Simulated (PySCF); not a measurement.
Al(GeH3)(H)(OH), SMILES [OH][AlH][GeH3] (H5AlGeO) at its B3LYP/def2-SVP optimised geometry (Å):

```
8

Al    -0.6887     0.1971     0.0000
Ge     1.7849     0.1971     0.0000
H      2.3594     1.1219     1.1020
H      2.3936    -1.2060     0.2220
H      2.3553     0.7289    -1.3390
H     -1.5955     1.5017     0.0000
O     -1.4458    -1.3354    -0.0080
H     -2.3936    -1.5017    -0.0077
```

Computed with B3LYP/def2-TZVP run with PySCF.

Map of the electrostatic potential (hartree/e), clipped to [-0.08, 0.12] on the plane z = 0.6 Å:

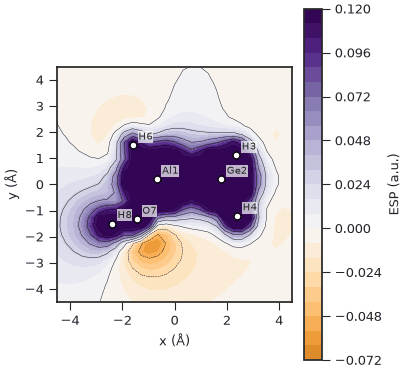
Figure. Electrostatic potential (hartree/e), clipped to [-0.08, 0.12] on the plane z = 0.6 Å.
